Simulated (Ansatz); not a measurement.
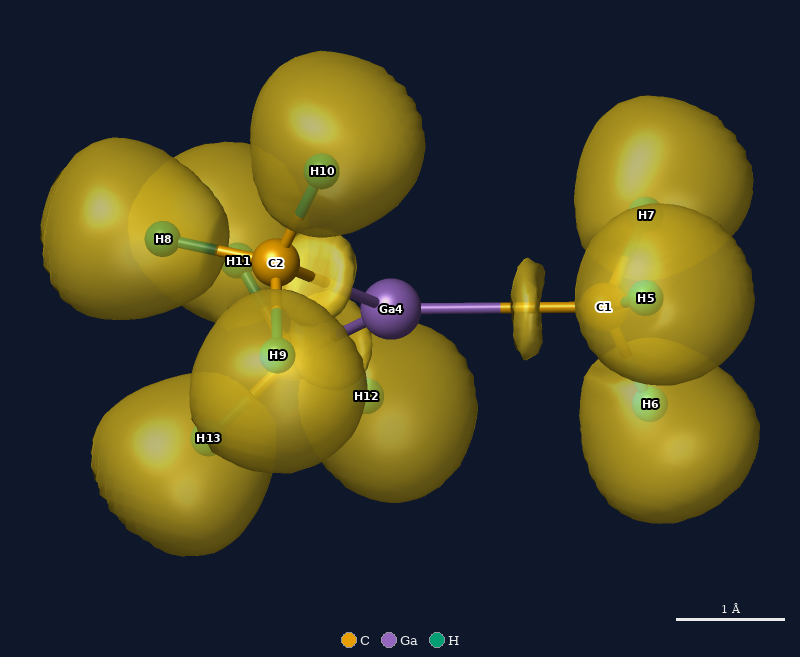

*C3H9Ga (SMILES [CH3][Ga]([CH3])[CH3]). Isosurface of the ELF at 0.85 (yellow), seen from one side. Only the valence region is drawn (cores and ρ < 0.01 e/Å³ removed).*

Geometry: PBE0-D3(BJ)/pcseg-1.

All numbers below come from isolated molecule in a Gaussian basis; Kohn-Sham density functional theory, functional PBE0 (Ansatz 0.2.0).

Input file:

```
crystal:
  periodic: [false, false, false]
  atoms:
    - symbol: C
      position_ang: [-1.463687, -1.158482, -0.196551]
    - symbol: C
      position_ang: [1.135154, -0.828645, 2.016977]
    - symbol: C
      position_ang: [1.537504, 0.126705, -1.246186]
    - symbol: Ga
      position_ang: [0.400090, -0.618824, 0.191613]
    - symbol: H
      position_ang: [-2.042109, -1.387281, 0.706094]
    - symbol: H
      position_ang: [-1.991820, -0.379687, -0.762885]
    - symbol: H
      position_ang: [-1.461685, -2.057908, -0.829939]
    - symbol: H
      position_ang: [2.228641, -0.756392, 2.049629]
    - symbol: H
      position_ang: [0.731146, -0.036440, 2.664907]
    - symbol: H
      position_ang: [0.832250, -1.784276, 2.464711]
    - symbol: H
      position_ang: [2.342644, -0.582312, -1.488339]
    - symbol: H
      position_ang: [0.984588, 0.336053, -2.169238]
    - symbol: H
      position_ang: [2.027835, 1.052779, -0.916362]
basis:
  gaussian:
    orbitals: def2-TZVPD
hamiltonian:
  xc: pbe0
magnetization:
  spin_polarized: false
output:
  forces: true
  orbitals: {seedname: orbitals}
```

Command:

```sh
ansatz run input.yaml --threads 2 --pin off --max-ram 4350MiB --events-out events.jsonl --progress --plain --runs-dir runs
```

**Identify the bonds, lone pairs and shells in this picture.**

At this value the surface marks out nine regions around hydrogen nuclei and three lobes of the valence shell of C pointing towards Ga (polar bonds). Along the contacts the grid gives the following. C–Ga (1.98 Å): the ELF peaks at about 0.90 in the valence shell of C, 0.7 Å from its nucleus, and is about 0.55 at the midpoint. C–H (1.10 Å): the ELF climbs to about 1 towards the hydrogen, as it does in any bond to H: an ordinary covalent bond to hydrogen.
